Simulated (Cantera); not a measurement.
A closed system holds: 1 mol HI, a varied amount of O₂, 5.1 mol H₂, at 2600 K and 10.0 mbar.

Method: chemical equilibrium by Gibbs-energy minimisation in Cantera with the NASA 1993 tables (ideal gas, pure condensed phases). Candidate condensed phases: H₂O, I₂; 12 gas species. Rates play no part.

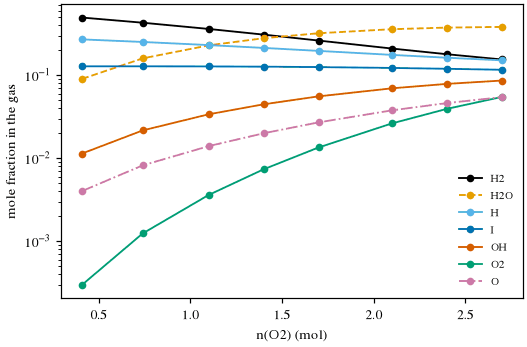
Figure: Equilibrium gas composition (values under 1e-9 drawn at 1e-9)

From 0.41 mol O₂ to 2.7 mol O₂ nothing is condensed.
